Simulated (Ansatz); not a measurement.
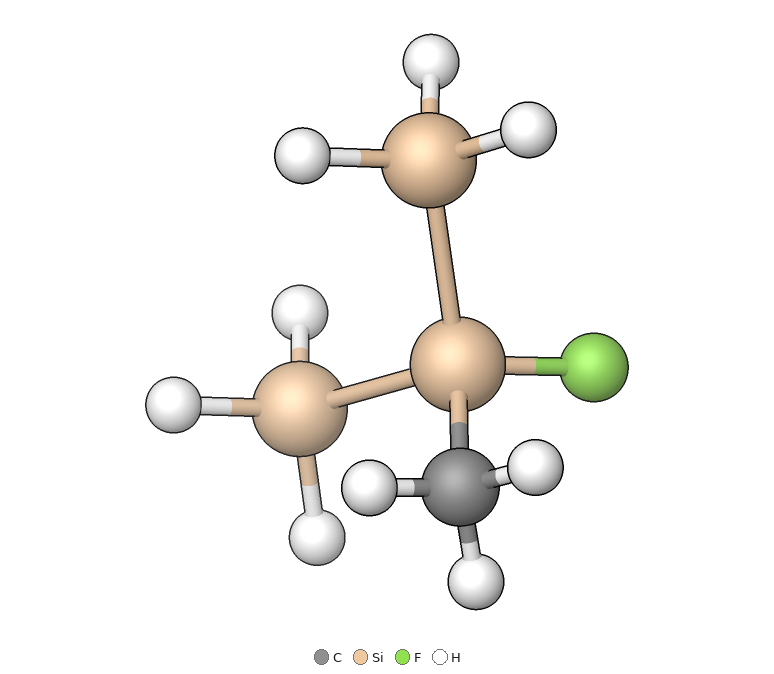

The computed structure is the end point of a PBE0-D4/def2-TZVP optimisation. No frequency run is at hand to confirm it as a minimum. Program: Ansatz 0.2.0.

At this fixed geometry, give dipole (D), HOMO energy (eV), HOMO–LUMO gap (eV) at these levels: B3LYP-D4/def2-TZVPP; PBE-D4/def2-TZVPP; r2SCAN-D4/def2-TZVPP; ωB97M-V/def2-TZVPP.

```json
{"level": "B3LYP-D4/def2-TZVPP", "dipole (D)": "1.49", "HOMO energy (eV)": "−7.44", "HOMO–LUMO gap (eV)": "6.62"}
{"level": "PBE-D4/def2-TZVPP", "dipole (D)": "1.47", "HOMO energy (eV)": "−6.52", "HOMO–LUMO gap (eV)": "5.01"}
{"level": "r2SCAN-D4/def2-TZVPP", "dipole (D)": "1.50", "HOMO energy (eV)": "−6.76", "HOMO–LUMO gap (eV)": "5.49"}
{"level": "ωB97M-V/def2-TZVPP", "dipole (D)": "1.47", "HOMO energy (eV)": "−9.59", "HOMO–LUMO gap (eV)": "10.68"}
```
